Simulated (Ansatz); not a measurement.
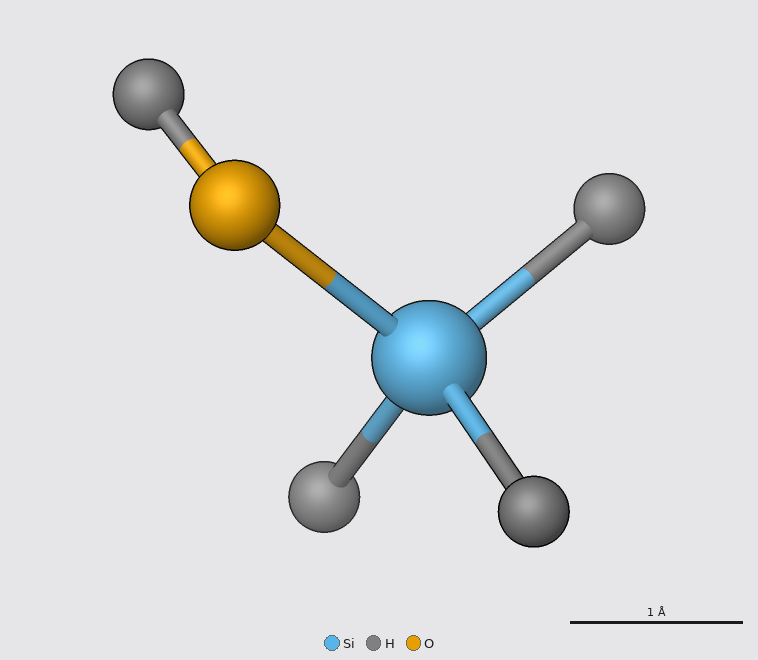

Rendered structure (ball-and-stick style).

The geometry was computed by an optimisation with PBE0-D4/def2-TZVP.

Describe the molecule.

The molecule is H₄OSi. The point group is Cs. Coordination: 1 Si tetrahedral; 1 O bent.

The parts below concern this one geometry. Atoms keep their numbers from picture to picture.

Geometry

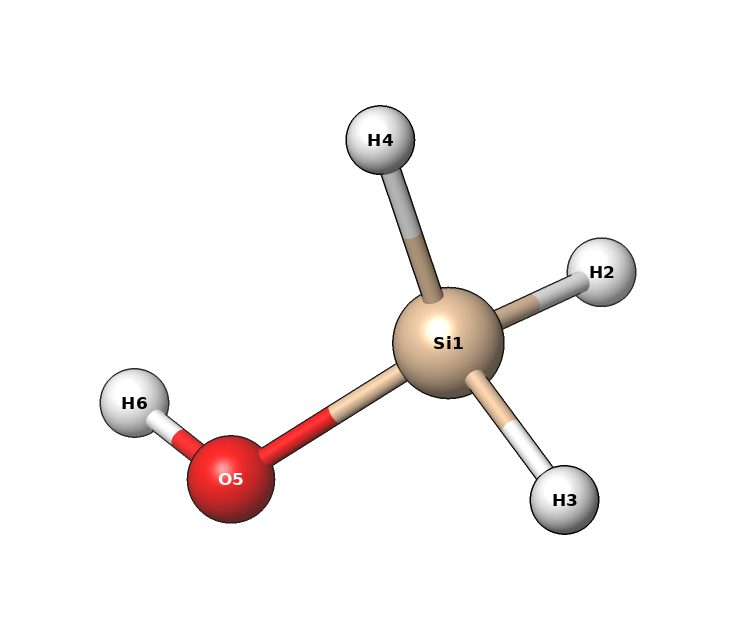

Numbered structure.

List the bonds and their lengths.

```tsv
bond	length (Å)
Si1–H2	1.489
Si1–H3	1.480
Si1–H4	1.489
Si1–O5	1.648
O5–H6	0.958
```

Electronic properties

Level of theory: RKS PBE0-D4/def2-TZVPP (Ansatz 0.2.0).

What does the calculation give?

- HOMO energy (Kohn–Sham orbital): −8.73 eV
- LUMO energy (Kohn–Sham orbital): 0.04 eV
- HOMO–LUMO gap: 8.77 eV

Dipole moment

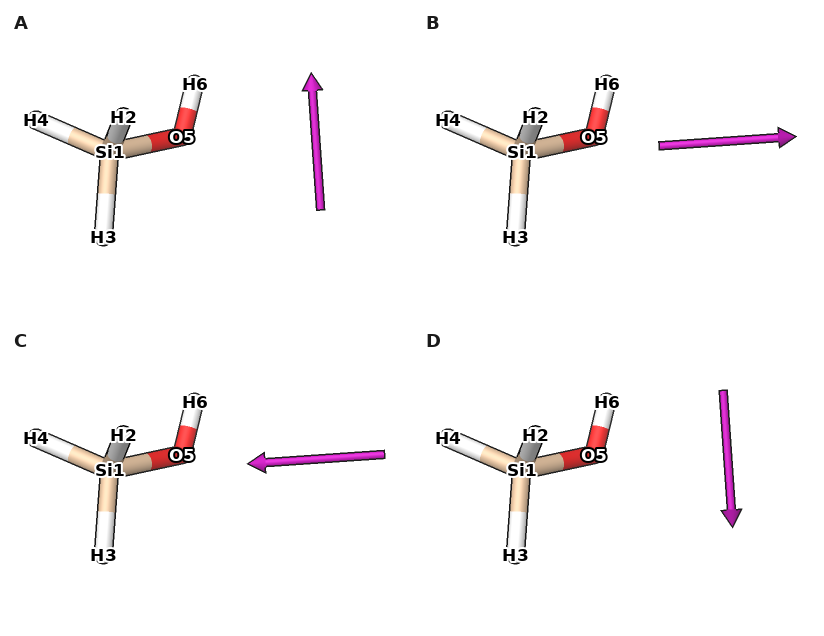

The same molecule four times, each with an arrow. Level of theory: RKS PBE0-D4/def2-TZVP (Ansatz 0.2.0).

Which arrow points along the dipole moment, from the negative to the positive end?

A. The dipole moment is 1.36 D; it points from the side of H3 to the side of H6 (the outermost atoms at the two ends).

Charges

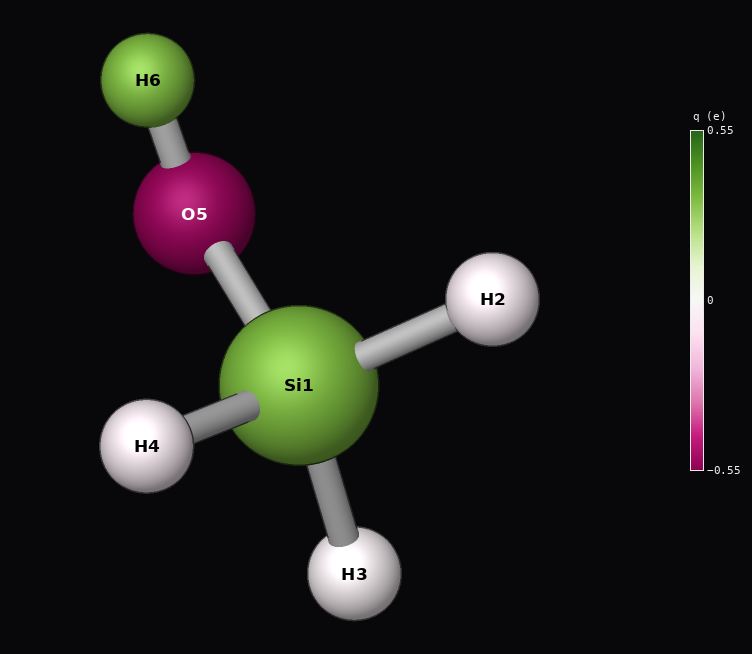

Atoms are coloured by their Mulliken charges. Properties computed with RKS PBE0-D4/def2-TZVP (Ansatz 0.2.0).

Give the Mulliken charges atom by atom.

```tsv
atom	value (e)
Si1	0.33
H2	−0.05
H3	−0.03
H4	−0.05
O5	−0.53
H6	0.32
```

Mulliken values depend strongly on the basis set and can even reverse the polarity of a bond.
